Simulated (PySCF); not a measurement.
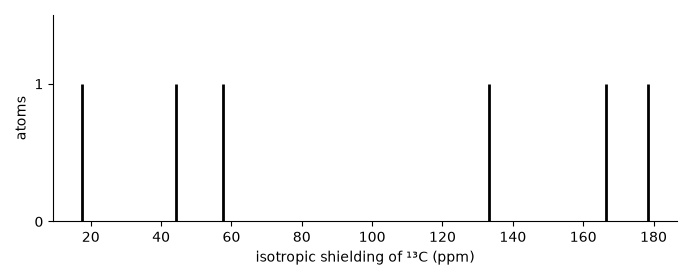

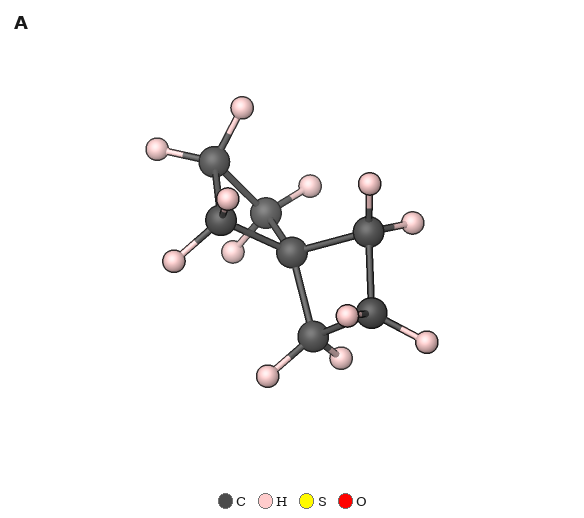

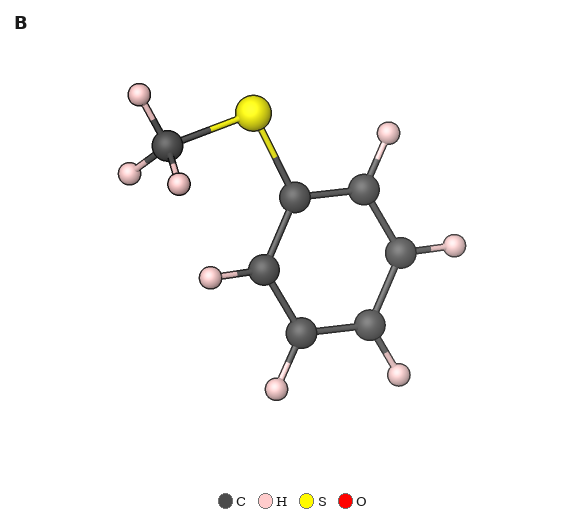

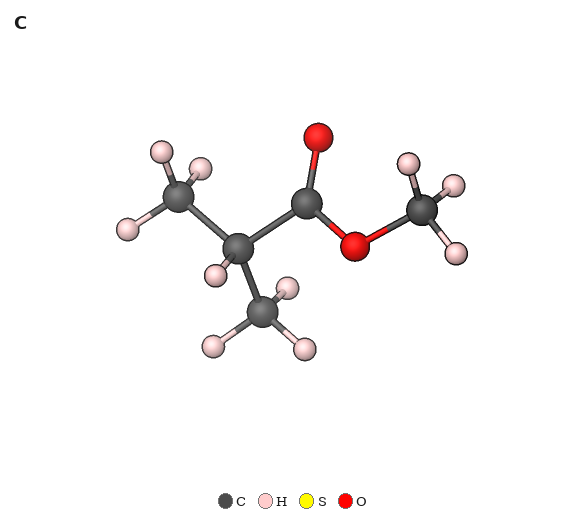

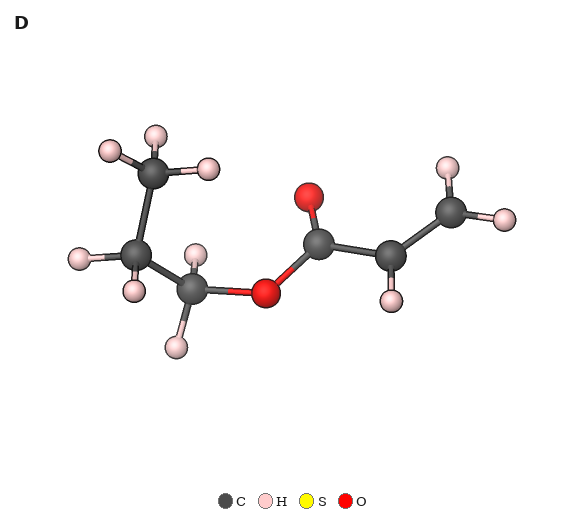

The sticks are computed shieldings of one of the molecules, for one fixed geometry (PBE0-D3(BJ)/def2-SVP) without averaging over rotations. Low shielding means a high chemical shift. Method: GIAO HF/pcSseg-1 NMR shielding, non-relativistic, gas phase (PySCF 2.14.0).

Match the spectrum to a structure.

D, `C=CC(=O)OCCC`. Its 6 C atoms give lines at 17.4, 44.4, 57.6, 133.3, 166.4, 178.5 ppm.
